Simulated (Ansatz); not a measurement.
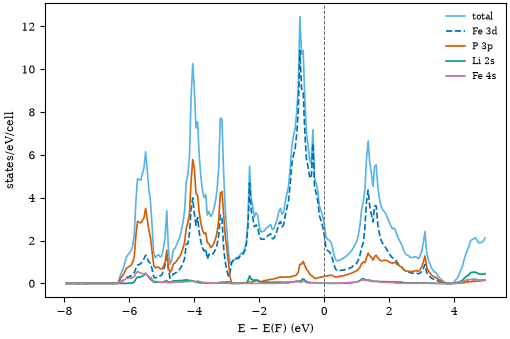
Fig. 1. Total and projected density of states of LiFeP in space group P4/nmm (No. 129; Li on 2c, Fe on 2a, P on 2c), the program Ansatz at the r²SCAN level (PAW)

Q: Which orbitals carry the states next to the Fermi level?

A: Within 0.5 eV of the Fermi level: Fe 3d 83 %, P 3p 10 %. Projections are on Löwdin-orthogonalised atomic valence shells; empty p or d shells of many metals are not among them.

Q: Where is the tallest occupied peak in this window, and what makes it?

A: Near -0.8 eV, about 12 states/eV per cell; the largest projected share is Fe 3d.

The workflow started from a Materials Project entry (that database holds measured and hypothetical structures alike); the Crystallography Open Database files this formula in space group No. 129, but the cells were not matched. Whether it is the stable phase at ambient conditions was not checked. The cell was relaxed with r²SCAN under the symmetry of its start; its stability against distortions is not shown here. The run is not spin-polarised.

Potentials: the later of the program's two PAW sets.
